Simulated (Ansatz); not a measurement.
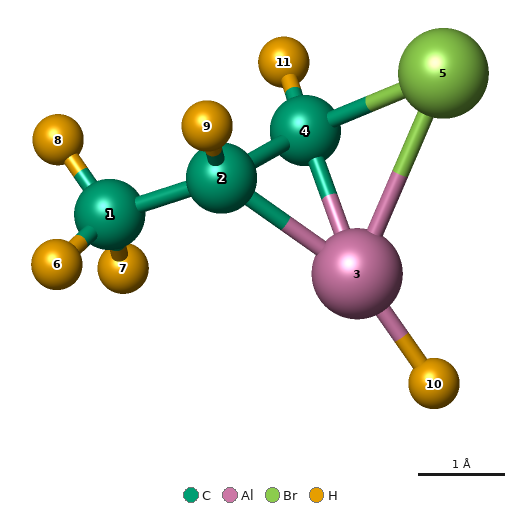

Starting structure of C$_{3}$H$_{6}$AlBr. The picture is a ball-and-stick view, seen at a tilt.

The start comes from PBE-D4/def2-SVP.

Level of theory: RKS PBE0-D4/def2-TZVP (Ansatz 0.2.0).

Input file:
```yaml
crystal:
  periodic: [false, false, false]
  atoms:
    - {symbol: C, position_ang: [-0.641385, -1.006452, 0.933494]}
    - {symbol: C, position_ang: [-0.328996, 0.356390, 0.320125]}
    - {symbol: Al, position_ang: [1.553959, 0.730482, -0.149026]}
    - {symbol: C, position_ang: [0.014148, 0.216542, -1.179846]}
    - {symbol: Br, position_ang: [0.228506, 2.169675, -1.844965]}
    - {symbol: H, position_ang: [-0.680892, -0.939475, 2.039458]}
    - {symbol: H, position_ang: [0.119590, -1.776788, 0.676936]}
    - {symbol: H, position_ang: [-1.623704, -1.402486, 0.587469]}
    - {symbol: H, position_ang: [-1.082526, 1.121768, 0.599344]}
    - {symbol: H, position_ang: [3.134329, 0.778972, -0.048331]}
    - {symbol: H, position_ang: [-0.627628, -0.305629, -1.914258]}
basis:
  gaussian: {orbitals: def2-TZVP}
hamiltonian: {xc: pbe0, dispersion: d4}
relax: {f_tol: 0.005, max_steps: 150}
```

Launched with:
```bash
ansatz run in.yaml --threads 4 --pin off --events-out ev --progress --plain --max-ram 10444MiB
```

What does the optimiser find from here?

Answer. After 5 geometry steps the energy has fallen by 0.050 eV. Largest force component: 0.54 eV/Å at the start, 0.0045 eV/Å at the end. H10 moves most after the best rigid fit: 0.048 Å. Largest moves by element: H 0.048 Å, Br 0.039 Å, Al 0.027 Å, C 0.016 Å. Among the contacts that change: Al3–Br5 2.589 → 2.545 Å, C2–Al3 1.976 → 1.944 Å, C4–Br5 2.074 → 2.048 Å, Al3–C4 1.923 → 1.897 Å.

Final geometry:

```xyz
11

C    -0.6327   -0.9972    0.9244
C    -0.3173    0.3594    0.3231
Al    1.5306    0.7211   -0.1586
C     0.0141    0.2064   -1.1749
Br    0.2308    2.1349   -1.8285
H    -0.6628   -0.9396    2.0147
H     0.1151   -1.7534    0.6578
H    -1.6037   -1.3781    0.5840
H    -1.0645    1.1099    0.5848
H     3.0936    0.7777   -0.0232
H    -0.6377   -0.2982   -1.8832
```
